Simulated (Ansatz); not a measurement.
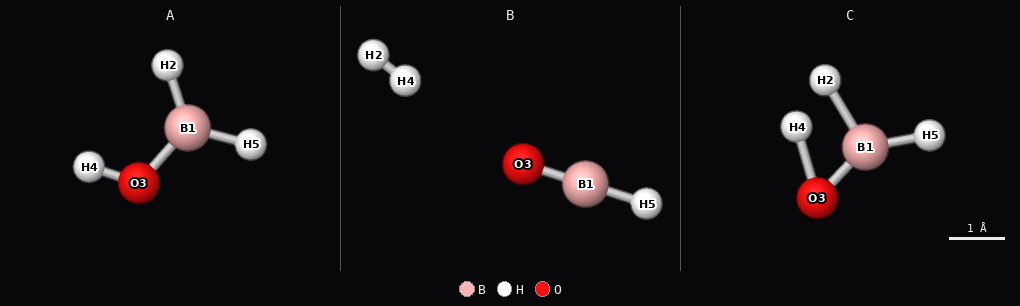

Three geometries of BH$_{3}$O: a saddle point and the two minima that it joins, in shuffled order. A ball-and-stick model, seen face on. Sticks join atoms that are closer than about 1.2 times the sum of their covalent radii (a little more with hydrogen).

Stationary points at PBE0-D4/def2-TZVP, single-point energies with wB97M-V, PBE-QIDH, PBE0-D4, CCSD(T)/CBS (def2-TZVPP where no basis is named; Ansatz 0.2.0). The energies are electronic, without zero-point or thermal terms, and both ends are the minima reached downhill from the saddle, with any fragments still in contact. CCSD(T)/CBS stands for a frozen-core estimate: MP2 correlation extrapolated from def2-TZVPP and def2-QZVPP, CCSD(T) minus MP2 from the smaller set.

Question: Which frame is the transition state, what reaction does it lead through, and what barrier is to be expected?

Answer: Frame C is the saddle point. Counted by bonded pieces, A holds BH₃O and B holds BHO + H₂. From A over the saddle to B, a bond forms: H2–H4 (2.35 → 1.00 → 0.75 Å). Bonds break: B1–H2 (1.20 → 1.43 → 4.55 Å), O3–H4 (0.96 → 1.36 → 2.65 Å). The saddle has one imaginary mode, 1731i cm⁻¹. With wB97M-V the barrier is 60.5 kcal/mol from A and 44.7 kcal/mol from B, and B lies 15.8 kcal/mol above A.

```
      level  barrier from A (kcal/mol)  barrier from B (kcal/mol)  B less A (kcal/mol)
    wB97M-V                       60.5                       44.7                 15.8
   PBE-QIDH                       61.3                       42.7                 18.6
    PBE0-D4                       58.4                       39.5                 18.8
CCSD(T)/CBS                       61.0                       46.4                 14.5
```

Against CCSD(T)/CBS, PBE-QIDH comes closest on the barrier from A (+0.4 kcal/mol) and PBE0-D4 misses most (−2.6 kcal/mol).
